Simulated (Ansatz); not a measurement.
# CH₃AlO: vertical ionisation energy

How much energy removes an electron from CH₃AlO at fixed geometry? The cation is run at each level and the neutral's energy taken from earlier runs.

Method: unrestricted cation, the program's frozen cores in correlated methods; program: Ansatz 0.2.0, Gaussian basis.

Plan: UKS PBE-D4/def2-TZVPP; UKS r2SCAN-D4/def2-TZVPP; UKS PBE0-D4/def2-TZVPP; UKS B3LYP-D4/def2-TZVPP; UKS wB97X-V/def2-TZVPP; UKS wB97M-V/def2-TZVPP; UKS B2PLYP/def2-TZVPP; UHF-CCSD(T)/def2-TZVPP; UHF-CCSD(T)/def2-QZVPP; extrapolation to the limit; then −ε(HOMO) from the neutral's earlier runs with LDA (SPW92), PBE-D4, revPBE-D4, BLYP-D4, r2SCAN-D4, B97M-V, PBE0-D4, B3LYP-D4, r2SCANh-D4, r2SCAN0-D4, HSE06-D4, BHLYP-D4, CAM-B3LYP-D4, LC-ωPBE, ωB97X-V, ωB97M-V.

### 1 The geometry

An earlier PBE0-D4 in a triple-zeta def2 set relaxation fixed the geometry.

SMILES `[CH3][Al]=[O]`, 6 atoms, charge 0, spin multiplicity 1.

Atoms are counted from 1 here; the program's logs count them from 0.

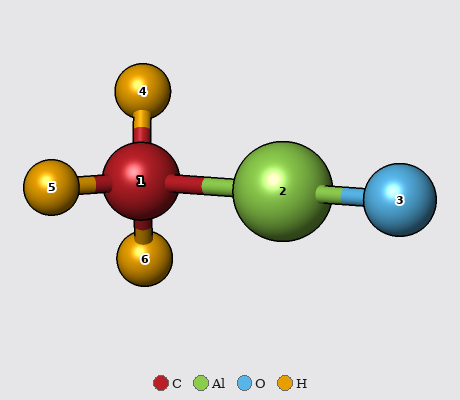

The geometry (carbon red, aluminium green, oxygen blue, hydrogen amber); atoms are numbered from 1 in the order of the file.

### 2 Cation, UKS PBE-D4/def2-TZVPP

in.yaml

```yaml
crystal:
  periodic: [false, false, false]
  atoms:
    - {symbol: C, position_ang: [-0.412544, 0.498190, -0.315372]}
    - {symbol: Al, position_ang: [0.696663, -0.841355, 0.532489]}
    - {symbol: O, position_ang: [1.611684, -1.946263, 1.232051]}
    - {symbol: H, position_ang: [0.065186, 1.479067, -0.263906]}
    - {symbol: H, position_ang: [-1.383563, 0.560921, 0.180794]}
    - {symbol: H, position_ang: [-0.577417, 0.249449, -1.366054]}
basis:
  gaussian: {orbitals: def2-TZVPP}
total_charge: 1
magnetization: {spin_polarized: true, initial_magnetization: 1}
hamiltonian: {xc: pbe, dispersion: d4}
```

Command:

```bash
ansatz run in.yaml --threads 2 --pin off --events-out ev --progress --plain --max-ram 32768MiB --backend cpu
```

Further steps of the session: Cation, UKS r2SCAN-D4/def2-TZVPP; Cation, UKS PBE0-D4/def2-TZVPP; Cation, UKS B3LYP-D4/def2-TZVPP; Cation, UKS wB97X-V/def2-TZVPP; Cation, UKS wB97M-V/def2-TZVPP; Cation, UKS B2PLYP (frozen core)/def2-TZVPP; Cation, UHF-CCSD(T)/def2-TZVPP; Cation, UHF-CCSD(T)/def2-QZVPP.

Before running them: what should the planned runs give, taken together? Wanted: ionisation energy, CCSD(T)/CBS; nearest functional by difference; nearest −ε(HOMO); −ε(HOMO) of PBE; T1 of the cation.

**Answer**, as computed:

| quantity | value |
| --- | --- |
| ionisation energy, CCSD(T)/CBS | 9.68 eV |
| nearest functional by difference | PBE-D4 (+0.08 eV) |
| nearest −ε(HOMO) | ωB97X-V (-0.03 eV) |
| −ε(HOMO) of PBE | 5.93 eV |
| T1 of the cation | 0.013 |

What this shows: By cation minus neutral, the functionals miss by 0.31 eV at most. The PBE orbital energy is 3.7 eV too small: a semilocal HOMO is no ionisation energy. Among orbital estimates ωB97X-V comes nearest. Hartree-Fock falls 2.38 eV short, as the neutral has more correlation energy than the cation.
